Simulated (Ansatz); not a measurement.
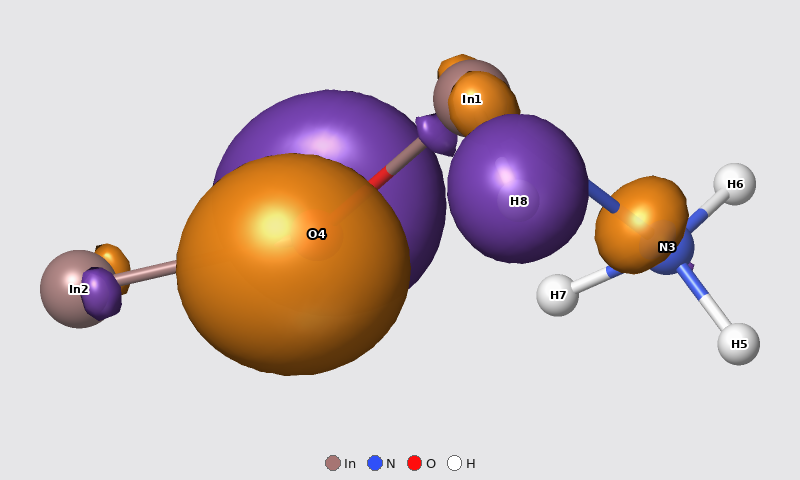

The picture shows: H₄In₂NO (SMILES [NH3]->[InH][O][In]) (doublet). The HOMO−1 (β) at ±0.15 Å⁻³ᐟ² (orange and purple are the two phases), seen from one side.

Geometry: PBE0-D3(BJ)/def2-SVP; core potentials replace the inner electrons of In.

Method: isolated molecule in a Gaussian basis; Kohn-Sham density functional theory, functional PBE0 in Ansatz 0.2.0.

```xyz
8

In   -3.1090    1.4154   -2.0725
In   -3.4695    2.1920    1.7379
N    -1.2688   -0.0990   -1.6655
O    -2.8397    1.4838   -0.0344
H    -0.3280    0.1514   -1.9647
H    -1.3839   -1.1060   -1.7599
H    -1.4012    0.1704   -0.6793
H    -2.2700    2.6991   -2.9849
```

Describe this orbital and give its energy.

It lies mainly on O4 (about 65 %), In1 (about 15 %), In2 (about 10 %) and H8 (about 5 %); largely a lone pair of O4. Its energy is −7.06 eV.
